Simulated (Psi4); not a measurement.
# Run report: SiNH$_{4}$O, energy and gradient calculation (part 2 of 2)

SiNH$_{4}$O, multiplicity 4; M06-L/6-311+G**, UKS (Psi4 1.11). The geometry is that of the parent species in another charge or spin state. The geometry comes from this level: PBE0-D4/def2-TZVP.

Geometry of the input (Å):
```
N  -0.6949  0.5483  -0.5752
Si 0.2931  0.1590  0.7813
O  1.6229  -0.6724  0.2703
H  -0.3559  1.1681  -1.2948
H  -1.6858  0.6732  -0.4329
H  -0.5991  -0.6619  1.6647
H  1.4809  -1.2824  -0.4590
```

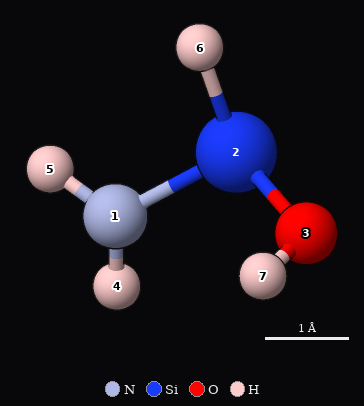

Fig. 1: The structure (ball-and-stick view, seen at a tilt; atoms are numbered from 1 in the order of the input).

## Output, continued
```
 L = 1.  Multiply by 2.5417464519 to convert [e a0] to [Debye]
 Dipole X            :          0.7940046           -1.2071784           -0.4131738
 Dipole Y            :         -1.0045912            0.6099995           -0.3945916
 Dipole Z            :          2.7819226           -2.5995815            0.1823411
 Magnitude           :                                                    0.5997194

 ------------------------------------------------------------------------------------

	total time  =         56 seconds =       0.93 minutes

         ------------------------------------------------------------
                                   SCF GRAD
         ------------------------------------------------------------

  ==> Geometry <==

    Molecular point group: c1
    Full point group: C1

    Geometry (in Angstrom), charge = 0, multiplicity = 4:

       Center              X                  Y                   Z               Mass
    ------------   -----------------  -----------------  -----------------  -----------------
         N            0.022394957590     0.417944184096    -1.409376185084    14.003074004430
         SI           0.022394957590     0.417944184096     0.313351814916    27.976926534650
         O            0.022394957590    -1.137765548092     0.861514401979    15.994914619570
         H            0.805690913968     0.042539518943    -1.921641312408     1.007825032230
         H           -0.376667159554     1.207737889712    -1.893842123163     1.007825032230
         H           -1.226556025837     1.162217185880     0.682774539472     1.007825032230
         H           -0.490732779287    -1.764400228686     0.343662286937     1.007825032230

  Nuclear repulsion =  111.033663723902194

  ==> Basis Set <==

  Basis Set: 6-311+G**
    Blend: 6-311+G**
    Number of shells: 50
    Number of basis functions: 98
    Number of Cartesian functions: 101
    Spherical Harmonics?: true
    Max angular momentum: 2

  ==> DirectJKGrad: Integral-Direct SCF Gradients <==

    Gradient:                    1
    J tasked:                  Yes
    K tasked:                   No
    wK tasked:                  No
    Integrals threads:           1
    Schwarz Cutoff:          1E-12

  ==> DFT Potential <==

   => LibXC <=

    Version 7.1.2

   => Composite Functional: M06-L <=

    M06-L Meta-GGA XC Functional

    Deriv               =              1
    GGA                 =           TRUE
    Meta                =           TRUE

    Exchange Hybrid     =          FALSE
    MP2 Hybrid          =          FALSE

   => Exchange Functionals <=

    1.0000   XC_MGGA_X_M06_L

   => Correlation Functionals <=

    1.0000   XC_MGGA_C_M06_L

   => LibXC Density Thresholds  <==

    XC_MGGA_C_M06_L:  1.00E-12
    XC_MGGA_X_M06_L:  1.00E-15

   => Molecular Quadrature <=

    Radial Scheme          =       TREUTLER
    Pruning Scheme         =           NONE
    Nuclear Scheme         =       TREUTLER

    Blocking Scheme        =         OCTREE
    BS radius alpha        =              1
    Pruning alpha          =              1
    Radial Points          =             99
    Spherical Points       =            590
    Total Points           =         393762
    Total Blocks           =           2858
    Max Points             =            256
    Max Functions          =             98
    Weights Tolerance      =       1.00E-15

  -Total Gradient:
     Atom            X                  Y                   Z
    ------   -----------------  -----------------  -----------------
       1        0.002387660537     0.003279346314     0.025662035061
       2        0.000666594581    -0.007865454292    -0.079394845810
       3        0.009476996061     0.004088163887     0.004343478148
       4       -0.029444226719     0.018296228015     0.023078656163
       5        0.026443689712    -0.024872289231     0.026645693918
       6       -0.006294464130     0.001499268762     0.001873427099
       7       -0.003215859722     0.005629484642    -0.001985919570

	total time  =          5 seconds =       0.08 minutes

Properties will be evaluated at   0.000000,   0.000000,   0.000000 [a0]
OEProp: No title given, name of density matrix used for the following properties is 'SCF alpha density'
  Lowdin Charges: (a.u.)
   Center  Symbol    Alpha    Beta     Spin     Total
       1     N     4.16084  2.95218  1.20866 -0.11302
       2    SI     7.47090  6.14927  1.32163  0.37982
       3     O     4.28068  4.12648  0.15420 -0.40717
       4     H     0.53367  0.42419  0.10948  0.04214
       5     H     0.52698  0.42226  0.10472  0.05076
       6     H     0.56968  0.49096  0.07873 -0.06064
       7     H     0.45724  0.43466  0.02258  0.10810

  Total alpha = 18.00000, Total beta = 15.00000, Total charge =  0.00000

  Mayer Bond Indices:

  Total Bond Index:
  Irrep: 1 Size: 7 x 7

                 1                   2                   3                   4                   5

    1     0.00000000000000    -0.11545952334332     0.19330872681793     0.70548758687035     0.72076824071363
    2    -0.11545952334332     0.00000000000000     0.47734672020718     0.35467389438360     0.30693666547409
    3     0.19330872681793     0.47734672020718     0.00000000000000    -0.02812758045328    -0.01814395249655
    4     0.70548758687035     0.35467389438360    -0.02812758045328     0.00000000000000     0.03453492815154
    5     0.72076824071363     0.30693666547409    -0.01814395249655     0.03453492815154     0.00000000000000
    6     0.00183120391720     0.95077329804164    -0.02090259221388     0.00449440587887     0.00028688764053
    7     0.00256043335892     0.05953450176687     0.88929537115495    -0.00060607783984     0.00089040185463

                 6                   7

    1     0.00183120391720     0.00256043335892
    2     0.95077329804164     0.05953450176687
    3    -0.02090259221388     0.88929537115495
    4     0.00449440587887    -0.00060607783984
    5     0.00028688764053     0.00089040185463
    6     0.00000000000000     0.00235561896408
    7     0.00235561896408     0.00000000000000

  Alpha Contribution:
  Irrep: 1 Size: 7 x 7

                 1                   2                   3                   4                   5

    1     0.00000000000000    -0.46268172742532     0.09213504340478     0.26579512534903     0.29033649576975
    2    -0.46268172742532     0.00000000000000    -0.08062878998581     0.34883425704734     0.30060601936616
    3     0.09213504340478    -0.08062878998581     0.00000000000000    -0.02485208037990    -0.02549757082418
    4     0.26579512534903     0.34883425704734    -0.02485208037990     0.00000000000000     0.03274131915354
    5     0.29033649576975     0.30060601936616    -0.02549757082418     0.03274131915354     0.00000000000000
    6     0.00822822978209     0.44022279267585     0.00130811476572    -0.00147586733042    -0.00081398430951
    7     0.00102108008679     0.03713901935816     0.44570688415287    -0.00005895893897     0.00111713120000

                 6                   7

    1     0.00822822978209     0.00102108008679
    2     0.44022279267585     0.03713901935816
    3     0.00130811476572     0.44570688415287
    4    -0.00147586733042    -0.00005895893897
    5    -0.00081398430951     0.00111713120000
    6     0.00000000000000     0.00007093130733
    7     0.00007093130733     0.00000000000000

  Beta Contribution:
  Irrep: 1 Size: 7 x 7

                 1                   2                   3                   4                   5

    1     0.00000000000000     0.34722220408201     0.10117368341315     0.43969246152132     0.43043174494388
    2     0.34722220408201     0.00000000000000     0.55797551019300     0.00583963733627     0.00633064610793
    3     0.10117368341315     0.55797551019300     0.00000000000000    -0.00327550007338     0.00735361832763
    4     0.43969246152132     0.00583963733627    -0.00327550007338     0.00000000000000     0.00179360899799
    5     0.43043174494388     0.00633064610793     0.00735361832763     0.00179360899799     0.00000000000000
    6    -0.00639702586489     0.51055050536580    -0.02221070697959     0.00597027320929     0.00110087195004
    7     0.00153935327212     0.02239548240870     0.44358848700208    -0.00054711890087    -0.00022672934536

                 6                   7

    1    -0.00639702586489     0.00153935327212
    2     0.51055050536580     0.02239548240870
    3    -0.02221070697959     0.44358848700208
    4     0.00597027320929    -0.00054711890087
    5     0.00110087195004    -0.00022672934536
    6     0.00000000000000     0.00228468765675
    7     0.00228468765675     0.00000000000000

  Atomic Valences:

 #  #
 Irrep: 1
      1:    1.508496668334704
      2:    2.033805556530069
      3:    1.492776693016348
      4:    1.070457156991242
      5:    1.045273171337869
      6:    0.938838822228446
      7:    0.954030249259604

  Wiberg Bond Indices using Orthogonal Lowdin Orbitals:

  Total Bond Index:
  Irrep: 1 Size: 7 x 7

                 1                   2                   3                   4                   5

    1     0.00000000000000     1.22761032548086     0.17989499425467     1.02285080931150     1.02365248597261
    2     1.22761032548086     0.00000000000000     1.31998669834099     0.16575466304208     0.16322137206169
    3     0.17989499425467     1.31998669834099     0.00000000000000     0.01109598423758     0.01162151233888
    4     1.02285080931150     0.16575466304208     0.01109598423758     0.00000000000000     0.06816744001975
    5     1.02365248597261     0.16322137206169     0.01162151233888     0.06816744001975     0.00000000000000
    6     0.09565431134695     0.86951442686754     0.06098899518442     0.01245157104901     0.00634642169257
    7     0.01618425971196     0.08082638079256     1.12466374170828     0.00187228558725     0.00176748817374

                 6                   7

    1     0.09565431134695     0.01618425971196
    2     0.86951442686754     0.08082638079256
    3     0.06098899518442     1.12466374170828
    4     0.01245157104901     0.00187228558725
    5     0.00634642169257     0.00176748817374
    6     0.00000000000000     0.00385309054357
    7     0.00385309054357     0.00000000000000

  Alpha Contribution:
  Irrep: 1 Size: 7 x 7

                 1                   2                   3                   4                   5

    1     0.00000000000000     0.74899042425000     0.06030615295083     0.54350458997201     0.54598826967985
    2     0.74899042425000     0.00000000000000     0.65026851184979     0.14189702631232     0.13666459482105
    3     0.06030615295083     0.65026851184979     0.00000000000000     0.00634755467489     0.00580169106777
    4     0.54350458997201     0.14189702631232     0.00634755467489     0.00000000000000     0.04468651135272
    5     0.54598826967985     0.13666459482105     0.00580169106777     0.04468651135272     0.00000000000000
    6     0.03503477166712     0.46073931248541     0.03034002989881     0.00759228952609     0.00393103638317
    7     0.00965060485725     0.04443925477753     0.57151977564903     0.00171517828575     0.00155940445825

                 6                   7

    1     0.03503477166712     0.00965060485725
    2     0.46073931248541     0.04443925477753
    3     0.03034002989881     0.57151977564903
    4     0.00759228952609     0.00171517828575
    5     0.00393103638317     0.00155940445825
    6     0.00000000000000     0.00170762125362
    7     0.00170762125362     0.00000000000000

  Beta Contribution:
  Irrep: 1 Size: 7 x 7

                 1                   2                   3                   4                   5

    1     0.00000000000000     0.47861990123086     0.11958884130384     0.47934621933949     0.47766421629276
    2     0.47861990123086     0.00000000000000     0.66971818649121     0.02385763672976     0.02655677724064
    3     0.11958884130384     0.66971818649121     0.00000000000000     0.00474842956269     0.00581982127110
    4     0.47934621933949     0.02385763672976     0.00474842956269     0.00000000000000     0.02348092866702
    5     0.47766421629276     0.02655677724064     0.00581982127110     0.02348092866702     0.00000000000000
    6     0.06061953967983     0.40877511438214     0.03064896528561     0.00485928152292     0.00241538530941
    7     0.00653365485470     0.03638712601503     0.55314396605925     0.00015710730150     0.00020808371549

                 6                   7

    1     0.06061953967983     0.00653365485470
    2     0.40877511438214     0.03638712601503
    3     0.03064896528561     0.55314396605925
    4     0.00485928152292     0.00015710730150
    5     0.00241538530941     0.00020808371549
    6     0.00000000000000     0.00214546928995
    7     0.00214546928995     0.00000000000000

  Atomic Valences:

 #  #
 Irrep: 1
      1:    3.565847186078548
      2:    3.826913866585725
      3:    2.708251926064826
      4:    1.282192753247166
      5:    1.274776720259240
      6:    1.048808816684074
      7:    1.229167246517359

    Psi4 run time: 0:01:00.61
```

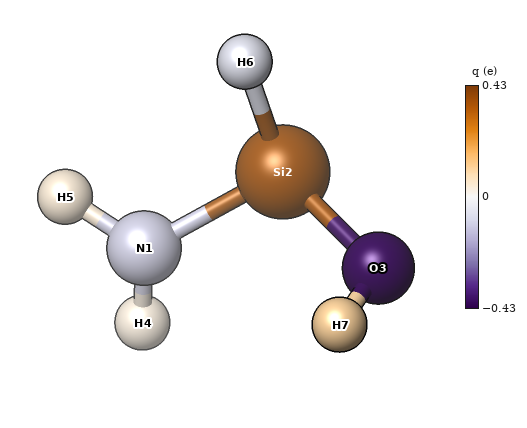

Fig. 2: Löwdin charges, as the colour of each atom (ball-and-stick view, seen at a tilt; atoms are numbered from 1 in the order of the input). By element: N −0.11, Si +0.38, O −0.41 and H −0.06 to +0.11 e.
